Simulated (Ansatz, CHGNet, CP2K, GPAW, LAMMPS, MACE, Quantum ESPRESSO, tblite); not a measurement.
# tblite on amorphous Ge (61 atoms): settings against a plane-wave reference

Wanted: tblite inputs and outputs for amorphous Ge (61 atoms), checked against a plane-wave reference.

Method: the method is named at each step, in tblite 0.8.0.

### 1. The structure

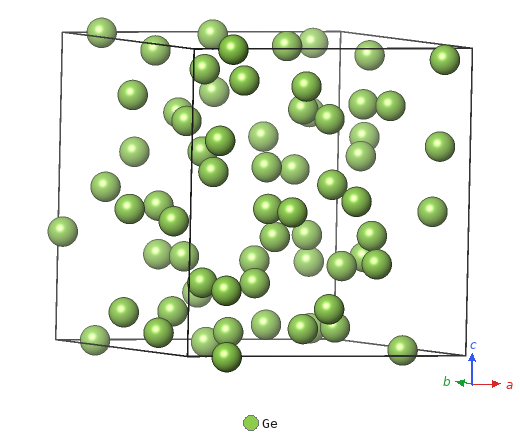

The starting structure, seen slightly off an axis (germanium green). Some periodic images of atoms are drawn too.

The cell holds 61 atoms: 61 Ge. Cell: a = 11.207 Å, b = 11.207 Å, c = 11.207 Å, α = 90.0°, β = 90.0°, γ = 90.0°. 61 atoms (61 Ge) placed at random at 5.23 g/cm³, melted at 3500 K for 10 ps at fixed volume with the Tersoff potential (Tersoff, Phys. Rev. B 39, 5566 (1989)). Quenched from 3500 K to 300 K at 6 K/ps and fixed volume, annealed at 1300 K for 20 ps, held 5 ps.

The yardstick, on the same geometry:

* method: Kohn-Sham DFT, PBE, PAW, plane waves (Ansatz 0.2.0); cutoff 420 eV, Γ point, fermi-dirac smearing of 0.05 eV; PAW set soft_2
* r.m.s. force component: 0.4429 eV/Å
* longest force: 1.411 eV/Å
* pressure: 4.803 GPa
* SCF cycles: 10
* time: 31 s on 4 threads of Arm Neoverse V2, shared host
* CPU time: 2 min

### 2. GFN1-xTB

Method: GFN1-xTB tight binding, diagonalisation.

File run.py:

```python
import numpy as np
from ase.io import read
from tblite.ase import TBLite

atoms = read("structure.xyz")
atoms.calc = TBLite(method="GFN1-xTB", electronic_temperature=580, accuracy=1.0, max_iterations=250, mixer_damping=0.1, verbosity=1)
energy = atoms.get_potential_energy()
forces = atoms.get_forces()
print(f"energy {energy:.6f} eV")
print("forces (eV/A)")
for i, (a, f) in enumerate(zip(atoms, forces)):
    print(f"{i:4d} {a.symbol:2s} {f[0]:10.5f} {f[1]:10.5f} {f[2]:10.5f}")
stress = -atoms.get_stress(voigt=False) * 160.21766
print("stress (GPa, compression positive)")
for row in stress:
    print(" ".join(f"{x:10.4f}" for x in row))
print("charges (e)")
print(np.array2string(atoms.get_charges(), precision=4, suppress_small=True, max_line_width=110, threshold=100000))
```

File structure.xyz:

```xyz
61
Lattice="11.20750 0.00000 0.00000 0.00000 11.20750 0.00000 0.00000 0.00000 11.20750" Properties=species:S:1:pos:R:3 pbc="T T T"
Ge 1.20514 7.66559 9.10890
Ge 0.09885 11.01731 3.94807
Ge 5.87889 10.59916 9.05454
Ge 2.84760 1.67507 9.96044
Ge 9.84400 2.49457 0.06355
Ge 6.70668 0.06993 5.61989
Ge 10.45929 7.13559 10.56273
Ge 1.03849 3.60254 4.73080
Ge 4.38437 3.65992 2.46531
Ge 4.39939 0.63434 5.20532
Ge 10.10244 11.19282 10.79383
Ge 4.63015 3.17217 5.19378
Ge 9.91315 6.05676 3.27147
Ge 7.58367 9.93702 7.45523
Ge 2.43909 4.19967 10.23514
Ge 8.45292 2.38339 4.24417
Ge 10.70675 1.51525 7.54534
Ge 8.40025 7.78507 3.98371
Ge 1.76765 0.54300 2.35951
Ge 5.34161 1.65064 9.73730
Ge 9.48636 5.51319 8.86838
Ge 5.88360 5.19994 4.05711
Ge 6.16188 7.47731 3.07691
Ge 3.71361 8.30308 3.18663
Ge 0.35965 6.24504 1.26723
Ge 2.75368 7.15599 1.24616
Ge 2.89086 10.96430 6.85171
Ge 2.34136 7.66414 5.07162
Ge 10.04506 6.81842 6.90898
Ge 1.93285 2.94645 2.52359
Ge 3.89561 9.42484 8.36528
Ge 6.86818 7.86408 0.71280
Ge 7.69709 3.75339 0.83776
Ge 1.19853 9.78426 5.64511
Ge 2.73833 9.04434 10.65217
Ge 3.87656 10.82846 3.12734
Ge 7.83886 7.77778 6.37550
Ge 4.03470 5.09011 0.59949
Ge 2.64071 3.70173 6.51638
Ge 7.59521 0.11264 3.33894
Ge 0.66068 3.88979 0.65104
Ge 5.69767 2.26492 0.86298
Ge 1.56445 11.17220 11.18071
Ge 7.03719 5.45581 8.69455
Ge 6.94585 3.01829 8.46850
Ge 11.16458 8.90951 7.48459
Ge 6.84677 2.44929 6.10954
Ge 5.67604 0.02578 1.70791
Ge 9.15899 8.91859 0.52350
Ge 8.19100 4.33103 3.04250
Ge 0.36189 5.93460 5.04954
Ge 6.38413 5.56856 10.99691
Ge 5.25867 9.52660 11.20022
Ge 3.86883 7.24105 7.06442
Ge 5.97707 6.21512 6.54518
Ge 1.92836 1.68594 7.76231
[... 1 atom lines left out ...]
Ge 2.42194 5.61810 8.27192
Ge 9.42136 9.72699 2.90667
Ge 9.73192 10.59983 8.30902
Ge 9.38404 3.00641 8.94986
```

Started as:

```sh
$ OMP_NUM_THREADS=1 python run.py > output.txt
```

Output:

```text
------------------------------------------------------------
  cycle        total energy    energy error   density error
------------------------------------------------------------
      1     -96.48966485147  -9.6487503E+01   3.9741245E-01
      2     -102.0980977131  -5.6084329E+00   2.4161663E-01
      3     -102.8953462299  -7.9724852E-01   1.9976377E-01
      4     -102.4835587068   4.1178752E-01   1.7158029E-01
      5     -102.8051259898  -3.2156728E-01   3.6670296E-02
      6     -102.9434676035  -1.3834161E-01   1.3249601E-02
      7     -102.9518628282  -8.3952247E-03   6.3576986E-03
      8     -102.9524356927  -5.7286453E-04   5.2360227E-03
      9     -102.9522963609   1.3933186E-04   3.0761946E-03
     10     -102.9526168203  -3.2045945E-04   5.5267039E-04
     11     -102.9526330305  -1.6210169E-05   3.5805640E-04
     12     -102.9526340590  -1.0285352E-06   3.0016729E-04
     13     -102.9526344042  -3.4514851E-07   1.3852816E-04
     14     -102.9526347382  -3.3404635E-07   4.3030904E-05
     15     -102.9526347616  -2.3404723E-08   3.5521545E-05
     16     -102.9526347535   8.0905949E-09   2.9510592E-05
     17     -102.9526347665  -1.2982341E-08   9.6862755E-06
------------------------------------------------------------
 total:                                   4.667 sec
energy -2801.483887 eV
forces (eV/A)
   0 Ge   -0.30978    0.08967    0.63439
   1 Ge   -0.43189   -0.00164   -0.33290
   2 Ge    0.08489   -0.60611    0.42569
   3 Ge    0.29442    0.90762    0.03758
   4 Ge   -0.20012    0.04997    0.27652
   5 Ge    0.14244   -0.06253   -0.04494
   6 Ge   -0.06888    0.26172   -0.28258
   7 Ge   -0.13407    0.05242   -0.27905
   8 Ge   -0.16969   -0.32581    0.17772
   9 Ge   -0.23846   -0.01926    0.17816
  10 Ge    0.08578   -0.51467   -0.28016
  11 Ge    0.56683   -0.03289    0.02591
  12 Ge    0.45336   -0.05429   -0.51097
  13 Ge   -0.00783    0.07919    0.13947
  14 Ge    0.22166   -0.77851   -0.12430
  15 Ge    0.10571   -1.23568    0.31681
  16 Ge    0.17196   -0.17524   -0.09654
  17 Ge   -0.06936    0.88389    0.44918
  18 Ge    0.05345   -0.19926   -0.36628
  19 Ge   -0.29238    0.10554   -0.15044
  20 Ge   -0.04908   -0.28220    0.30477
  21 Ge    0.31983   -0.12073   -0.26898
  22 Ge   -0.62658    0.06829   -0.28238
  23 Ge    0.50112    0.24668   -0.23550
[...]
53 Ge   -0.02109    0.26768    0.13881
  54 Ge    0.41751   -0.18631   -0.20170
  55 Ge   -0.52459    0.45301    0.25556
  56 Ge   -0.14228   -0.01343   -0.12574
  57 Ge   -0.03021   -0.10247   -0.26039
  58 Ge    0.00048   -0.00841    0.03021
  59 Ge    0.02168    0.88328    0.81333
  60 Ge    0.04780    0.49502   -0.05845
stress (GPa, compression positive)
    5.3887    -0.8300     0.9500
   -0.8300     5.7984    -0.9904
    0.9500    -0.9904     8.5476
charges (e)
[ 0.0555  0.0274 -0.056  -0.034   0.0213 -0.0344 -0.0484 -0.0192  0.0087  0.034   0.0789  0.0826 -0.0257
  0.0613 -0.0265  0.0018 -0.0085  0.0072 -0.0532  0.064   0.0048  0.0834 -0.0518  0.0286 -0.0173  0.0355
 -0.0378 -0.0086 -0.0136 -0.0004  0.0073 -0.0265 -0.0028 -0.0364  0.0312 -0.0456 -0.0177  0.0221 -0.0083
 -0.0009  0.0042 -0.0606  0.0597 -0.0202 -0.0066 -0.0251 -0.0114 -0.0612  0.0764 -0.0142  0.0375  0.0223
  0.0314  0.0452 -0.0066 -0.0648 -0.0107 -0.0247 -0.0287 -0.0545  0.0307]
```

The job ended after 5.2 s (1 thread of Arm Neoverse V2, shared host; peak memory 0.13 GiB).

Banners, paths, timers and routine set-up lines are dropped from the logs unmarked, and long logs keep their key lines alone; longer cuts are marked.

Compared with the plane-wave run:

- r.m.s. force component: 0.3687 eV/Å
- r.m.s. difference of force components: 126 meV/Å
- longest difference of force vectors: 411.2 meV/Å
- force difference over r.m.s. force: 28.46 %
- slope of forces against the reference's: 0.8059
- correlation of force components: 0.9682
- pressure: 6.578 GPa
- pressure difference: 1.776 GPa

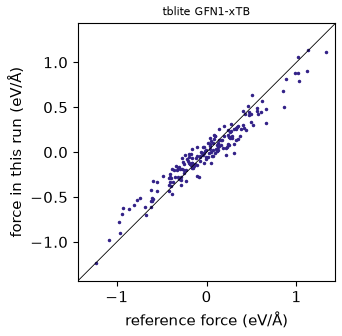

Force components against those of the reference; the line marks equality.

The surroundings of Ge50, which bears the longest force, nearest first, numbered as they follow in the input and with coordinates relative to it.

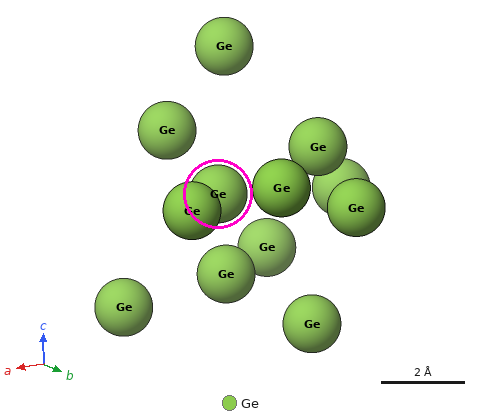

The atoms of the table, within 3.9 Å (arrows a, b, c point along x, y, z); some may hide others; the central atom is ringed.

```csv
atom,x,y,z,distance (Å),bonds,Mulliken charge (e),Fx,Fy,Fz (eV/Å)
Ge50,0.00,0.00,0.00,0.00,4,-0.01,-0.54,1.14,0.42
Ge16,0.26,-1.95,1.20,2.30,4,0.00,0.11,-1.24,0.32
Ge33,-0.49,-0.58,-2.20,2.33,4,0.00,0.08,-0.69,-0.54
Ge13,1.72,1.73,0.23,2.45,4,-0.03,0.45,-0.05,-0.51
Ge22,-2.31,0.87,1.01,2.67,5,0.08,0.32,-0.12,-0.27
Ge18,0.21,3.45,0.94,3.59,4,0.01,-0.07,0.88,0.45
Ge23,-2.03,3.15,0.03,3.74,4,-0.05,-0.63,0.07,-0.28
Ge47,-1.34,-1.88,3.07,3.84,4,-0.01,0.04,0.01,0.13
Ge5,1.65,-1.84,-2.98,3.87,4,0.02,-0.20,0.05,0.28
Ge42,-2.49,-2.07,-2.18,3.90,4,-0.06,0.15,0.06,0.07
Ge9,-3.81,-0.67,-0.58,3.91,5,0.01,-0.17,-0.33,0.18
Ge52,-1.81,1.24,-3.25,3.92,4,0.02,-0.07,0.68,0.18
```

Atoms are counted from 1 here, from 0 in the log.

Forces lie 28 % from the reference's, at 0.044 times its CPU time (on 1 against 4 cores).

### 3. Outcome

| Property | Result |
| --- | --- |
| force difference from the reference | tblite GFN1-xTB, 28 % |
| its CPU time | 5.2 s |

Tight binding differs by 28 % (tblite GFN1-xTB); it is another model, with fitted parameters of its own, and the xTB methods hold dispersion. One electronic-structure run takes under half the reference's CPU time: tblite GFN1-xTB, at 28 % in 5.2 s against 2 min; its pressure misses by +1.8 GPa. Periodic xTB results under one method name differ between programs and library versions. The quench rate of 6 K/ps is many orders above laboratory rates, so the cell is likely richer in defects and strain than a real sample. The network of bonds at the start is that of the classical potential that made the cell, and needn't be the one that DFT or experiment would give. The reference's stress is far from hydrostatic: its diagonal is 3.4, 3.9, 7.0 GPa, compression counted positive. The electronic-structure runs sample only Γ, in a cell whose shortest periodic width is 11 Å, which is coarse for a cell with partly filled levels.

[Also dropped from logs without a mark: logging warnings of Python, and SIESTA's first energy breakdown and zero terms.]

[Logs are printed without paths, hosts, clocks, repeated set-up lines and the standing remarks that a program may print on its own settings, such as how far it seeks lower states.]

[Hosts, paths, dates, database ids (printed as entryN), source tags and the programs' standing remarks are cut or masked in the printed files.]
